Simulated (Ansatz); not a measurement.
# C3H7F (2-fluoropropane): HF/STO-3G

Aim: the electronic atomisation energy of C3H7F (2-fluoropropane) at HF/STO-3G, from 4 runs. 

The calculation is run with Ansatz 0.2.0.

55 further runs of the same task are left out: 55 set aside as unsound or not needed.

**1. The molecule**

C3H7F: 11 atoms, total charge 0, spin state singlet. As SMILES, `CC(C)F`. The shape is that of a PBE0-D4/def2-TZVP optimisation.

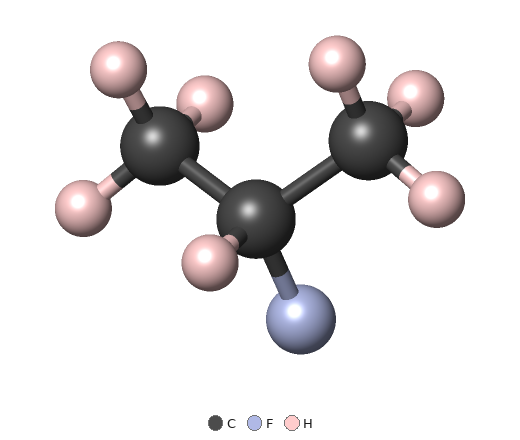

Viewed from a chosen angle; carbon dark grey, fluorine light blue, hydrogen pink.

**2. The energy at HF/STO-3G**

File job.yaml:

```yaml
crystal:
  periodic: [false, false, false]
  atoms:
    - {symbol: C, position_ang: [-0.234500, 1.045100, -0.703000]}
    - {symbol: C, position_ang: [-0.479600, -0.306600, -0.081300]}
    - {symbol: C, position_ang: [0.626400, -0.766200, 0.834700]}
    - {symbol: F, position_ang: [-0.614100, -1.242400, -1.108400]}
    - {symbol: H, position_ang: [-1.041900, 1.303400, -1.390000]}
    - {symbol: H, position_ang: [-0.180600, 1.814100, 0.071000]}
    - {symbol: H, position_ang: [0.707700, 1.043900, -1.256000]}
    - {symbol: H, position_ang: [-1.436600, -0.307200, 0.453700]}
    - {symbol: H, position_ang: [1.578500, -0.788700, 0.299400]}
    - {symbol: H, position_ang: [0.417300, -1.766700, 1.216600]}
    - {symbol: H, position_ang: [0.722800, -0.085600, 1.683800]}
basis:
  gaussian:
    orbitals: STO-3G
hamiltonian:
  xc: hf
accuracy: high
output:
  orbitals: {seedname: orbitals}
```

Launch:

```console
ansatz run job.yaml --threads 1 --pin off --max-ram 3480MiB --events-out events.jsonl --progress --plain --runs-dir runs
```

Log:

```text
Warning: RAYON_NUM_THREADS=1 ignored (pool sized by the plan → 1); use --threads N
Functional definition: HF
  name "HF"
  exchange = exact_x
  correlation = 0
556 factors; integrals over basis functions are off by at most 3.3e-9 eV
mean field evaluation 1: about -5829.9835 eV, gradient 2.3e1 eV
mean field evaluation 2: about -5830.2290 eV, gradient 2.3e1 eV
mean field evaluation 4: about -5832.3299 eV, gradient 1.5e0 eV
mean field evaluation 8: about -5832.3387 eV, gradient 9.3e-6 eV
mean field -5832.33869196 eV, -214.3344936285 hartree, gradient 1.4e-8 eV, S^2 0.000000; 0 other end points of the search recorded, 0 dependent functions left out
reference -5832.33869196 eV, -214.3344936285 hartree; 17, 17 occupied and 10, 10 virtual orbitals, 556 factors
Total energy: -5832.33869196 eV, -214.3344936285 hartree
```

Wall time 0.24 s (1 thread of Arm Neoverse V1, shared host).

**3. The C atom at the same level**

File input.yaml:

```yaml
crystal:
  periodic: [false, false, false]
  atoms:
    - {symbol: C, position_ang: [0.000000, 0.000000, 0.000000]}
basis:
  gaussian: {orbitals: STO-3G}
magnetization: {spin_polarized: true, initial_magnetization: 2}
hamiltonian: {xc: hf}
accuracy: high
```

Launch:

```console
ansatz run input.yaml --threads 1 --pin off --max-ram 3480MiB --events-out events.jsonl --progress --plain --runs-dir runs
```

Log:

```text
Warning: RAYON_NUM_THREADS=1 ignored (pool sized by the plan → 1); use --threads N
[... 4 set-up lines as earlier in the session ...]
15 factors; integrals over basis functions are off by at most 9.8e-10 eV
mean field evaluation 1: about -1012.2198 eV, gradient 0.0e0 eV
mean field evaluation 2: about -1012.2198 eV, gradient 0.0e0 eV
mean field -1012.21982732 eV, -37.1983925466 hartree, gradient 0.0e0 eV, S^2 2.000000; 2 other end points of the search recorded, 0 dependent functions left out
reference -1012.21982732 eV, -37.1983925466 hartree; 4, 2 occupied and 1, 3 virtual orbitals, 15 factors
Total energy: -1012.21982732 eV, -37.1983925466 hartree
```

Run time: 0.02 s. Hardware: 1 thread of Arm Neoverse V1, shared host.

**4. The F atom, same level**

File in.yaml:

```yaml
crystal:
  periodic: [false, false, false]
  atoms:
    - {symbol: F, position_ang: [0.000000, 0.000000, 0.000000]}
basis:
  gaussian:
    orbitals: STO-3G
magnetization:
  spin_polarized: true
  initial_magnetization: 1
hamiltonian:
  xc: hf
accuracy: high
```

Launch:

```console
ansatz run in.yaml --threads 1 --pin off --max-ram 3480MiB --events-out events.jsonl --progress --plain --runs-dir runs
```

Log:

```text
Warning: RAYON_NUM_THREADS=1 ignored (pool sized by the plan → 1); use --threads N
[... 4 set-up lines as earlier in the session ...]
15 factors; integrals over basis functions are off by at most 1.2e-9 eV
mean field evaluation 1: about -2666.3486 eV, gradient 1.5e-14 eV
mean field evaluation 2: about -2666.3486 eV, gradient 0.0e0 eV
mean field -2666.34863534 eV, -97.9865050328 hartree, gradient 0.0e0 eV, S^2 0.750000; 2 other end points of the search recorded, 0 dependent functions left out
reference -2666.34863534 eV, -97.9865050328 hartree; 5, 4 occupied and 0, 1 virtual orbitals, 15 factors
Total energy: -2666.34863534 eV, -97.9865050328 hartree
```

It took 0.02 s on 1 thread of Arm Neoverse V1, shared host.

**5. The H atom, same level**

File input.yaml:

```yaml
basis:
  gaussian: {orbitals: STO-3G}
crystal:
  periodic: [false, false, false]
  atoms:
    - {symbol: H, position_ang: [0.000000, 0.000000, 0.000000]}
magnetization: {spin_polarized: true, initial_magnetization: 1}
hamiltonian: {xc: hf}
accuracy: high
```

Run the same way, it converges to -0.46658 Eh (log not shown).

**6. What came out**

At HF/STO-3G:

| quantity | value |
| --- | --- |
| molecule: total energy | -214.33449 Eh |
| molecule: HOMO energy | -10.69 eV |
| molecule: LUMO energy | 14.69 eV |
| molecule: HOMO–LUMO gap | 25.38 eV |
| C atom: total energy | -37.19839 Eh |
| C atom: ⟨S²⟩ | 2.000 |
| F atom: total energy | -97.98651 Eh |
| F atom: ⟨S²⟩ | 0.750 |
| H atom: total energy | -0.46658 Eh |
| H atom: ⟨S²⟩ | 0.750 |
| electronic atomisation energy | 40.456 eV |

Taking the molecule apart into free atoms costs 40.46 eV (933 kcal/mol), before zero-point energy and without spin-orbit coupling. Hartree–Fock lacks the correlation of the bonding pairs, which as a rule makes this value much too low; in minimal bases other errors can mask that. In a minimal basis such a difference can be off by several eV, whatever the method.
